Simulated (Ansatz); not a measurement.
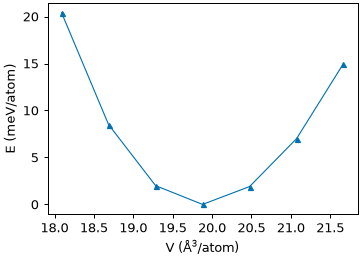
Figure: Sr$_{2}$H$_{3}$I in space group P-3m1 (No. 164; Sr on 2d, H on 1b, H on 2d, I on 1a) under volume change, r²SCAN (plane waves, PAW; program Ansatz), shape and atoms relaxed at each volume.

**Question.** What does a third-order Birch–Murnaghan fit give for V₀, B₀ and B′?

**Answer.** V₀ = 19.88 Å³/atom, B₀ = 34.5 GPa, B′ = 4.3.

The workflow started from a Materials Project entry (that database holds measured and hypothetical structures alike); the Crystallography Open Database copy checked does not list it. Whether it is the stable phase at ambient conditions was not checked. The r²SCAN relaxation kept the symmetry of its start; its stability against distortions is not shown here. Spin–orbit coupling is left out wherever it is not named.

Potentials: the later of the program's two PAW sets.
